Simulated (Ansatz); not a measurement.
# Cl$_{3}$F$_{3}$W (SMILES [F][W]([F])([F])([Cl])([Cl])[Cl]): what the fields show

```tsv
atom	x (Å)	y (Å)	z (Å)
Cl	0.6000	1.6144	-1.4139
Cl	-1.2504	1.5541	1.2915
Cl	1.3452	-1.5300	-0.8633
F	-0.3715	-1.2028	1.4483
F	1.5146	0.5626	1.1934
F	-1.4000	-0.4814	-0.8233
W	0.0650	0.0630	0.1624
```

Geometry: PBE0-D4/def2-SVP; core potentials replace the inner electrons of W.

Computed with isolated molecule in a Gaussian basis; Kohn-Sham density functional theory, functional PBE0 (Ansatz 0.2.0).

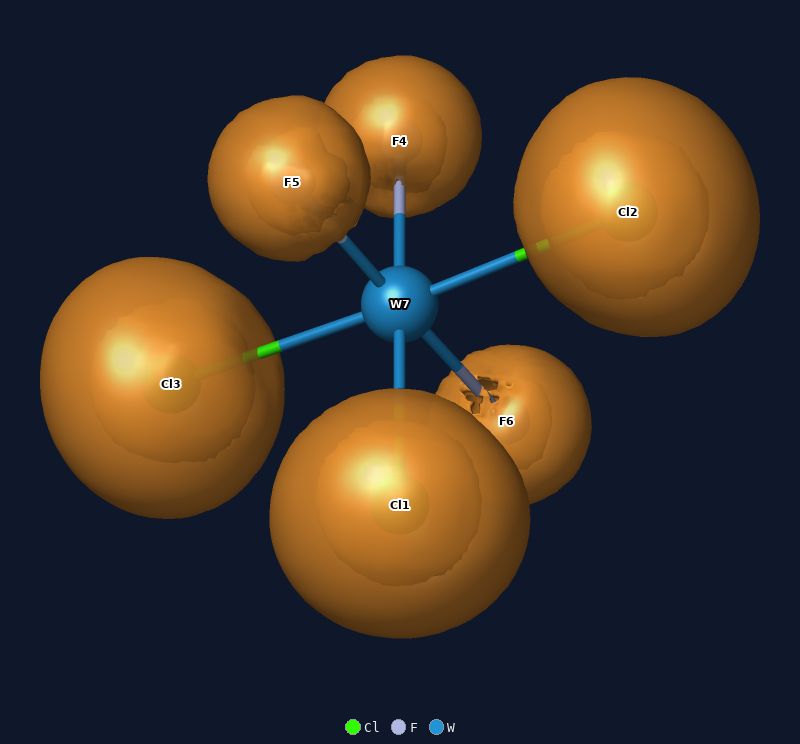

Figure 1. Isosurface of the electron localisation function at 0.8 (orange), seen at an oblique angle. Only the valence region is drawn (cores and ρ < 0.01 e/Å³ removed).

**What do the ELF domains correspond to?**

The surface consists of three regions wrapped around Cl (the valence shell of each) and three regions wrapped around F (the valence shell of each). Along the contacts the grid gives the following. W–F (1.85 Å): the ELF peaks at about 0.85 in the valence shell of F, 0.5 Å from its nucleus, and drops to about 0.20 between the two atoms. W–Cl (2.28 Å): the ELF peaks at about 0.85 in the valence shell of Cl, 0.8 Å from its nucleus, and is about 0.40 at the midpoint.

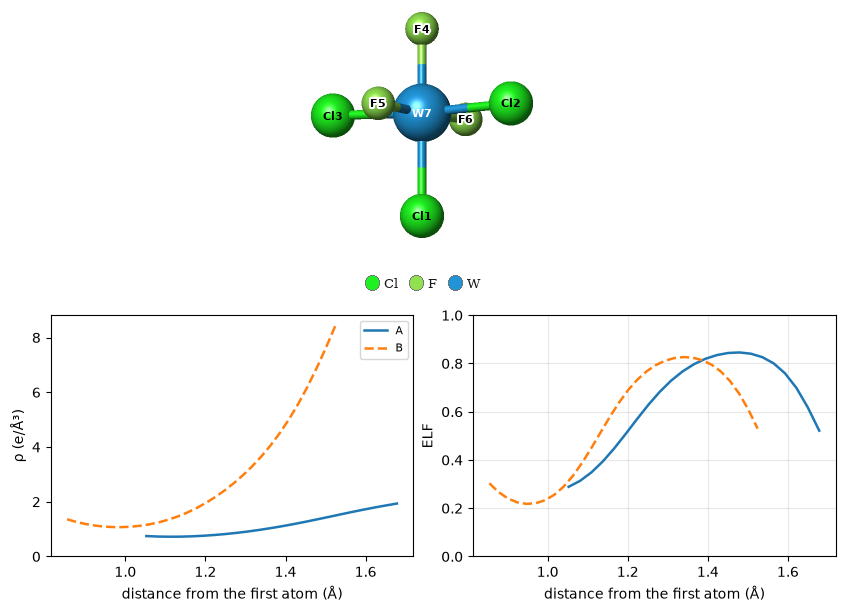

Figure 2. Electron density and electron localisation function along straight lines between neighbouring atoms. The curves leave out the atomic cores. The structure is drawn too.

**Which curve belongs to which contact (W–Cl and W–F)? The first atom named is at distance zero.**

Curve A: W–Cl (2.28 Å): the density is about 0.73 e/Å³ at the midpoint; the ELF peaks at about 0.85 in the valence shell of Cl, 0.8 Å from its nucleus, and is about 0.40 at the midpoint. Curve B: W–F (1.85 Å): the density is about 1.1 e/Å³ at the midpoint; the ELF peaks at about 0.85 in the valence shell of F, 0.5 Å from its nucleus, and drops to about 0.20 between the two atoms.

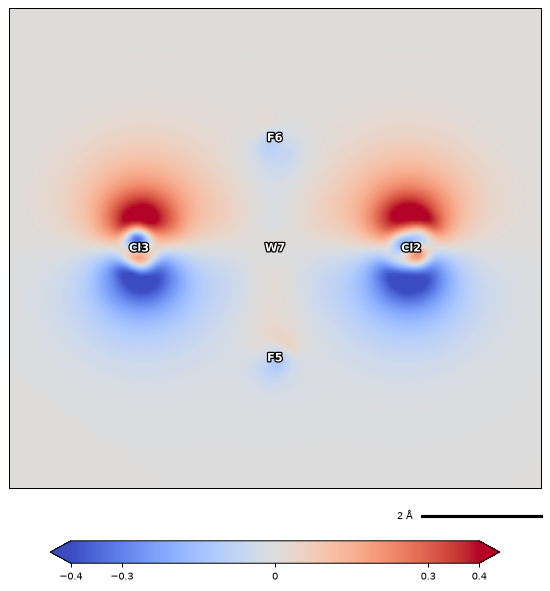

Figure 3. The HOMO−1 on the plane of atoms Cl2, W7 and F6 (values in Å⁻³ᐟ²; the overall sign is arbitrary).

**Describe this orbital and give its energy.**

Its weight (Hirshfeld) is mainly on Cl2 (about 30 %), Cl3 (about 30 %) and Cl1 (about 30 %); largely a combination of lone pairs on Cl2, Cl3 and Cl1. Its energy is −10.33 eV.
